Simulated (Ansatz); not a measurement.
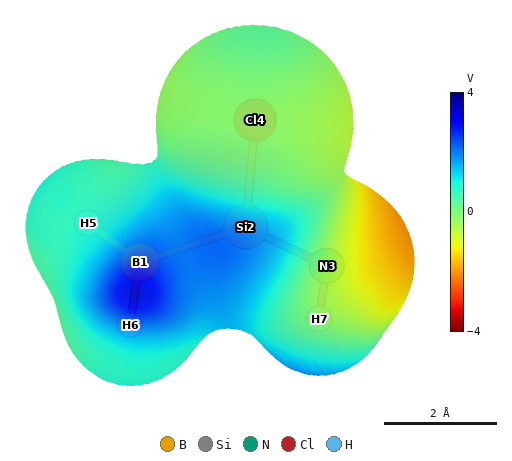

*BClH₃NSi (SMILES B[Si](=N)Cl). The electrostatic potential painted on the density surface at 0.004 e/bohr³, seen at a tilt; the colour scale runs from red (negative) to blue (positive).*

Theory: Ansatz, RKS BLYP-D4/cc-pVDZ.

Input file:

```
crystal:
  periodic: [false, false, false]
  atoms:
    - { symbol: B, position_ang: [-0.76903, 1.21085, -0.18291] }
    - { symbol: Si, position_ang: [0.17278, -0.47403, -0.07976] }
    - { symbol: "N", position_ang: [1.28514, -0.77727, 1.05111] }
    - { symbol: Cl, position_ang: [-0.39344, -1.81185, -1.5464] }
    - { symbol: H, position_ang: [-1.57858, 1.43494, -0.99772] }
    - { symbol: H, position_ang: [-0.52983, 2.04857, 0.59197] }
    - { symbol: H, position_ang: [1.58762, -0.14968, 1.78262] }
basis:
  gaussian: { orbitals: cc-pVDZ }
hamiltonian:
  xc: blyp
  dispersion: d4
relax:
  f_tol: 0.015
  max_steps: 40
output:
  orbitals: {}
```

Launched as:

```sh
ansatz run input.yaml --threads 1 --pin off --max-ram 2048MiB --backend cpu --events-out ev --progress --plain --runs-dir out
```

The fields are those of the relaxed geometry.

> Describe the electrostatic potential map.

The most negative region (about −2.0 V, or −46 kcal/mol for a unit charge) lies over N3, the most positive (about +3.2 V, or +74 kcal/mol for a unit charge) over B1. Cl4 shows a σ-hole: about +0.3 V, or +7 kcal/mol for a unit charge at the tip opposite its bond, against about −0.3 V on its flanks. N3 is the likeliest acceptor of a hydrogen bond.
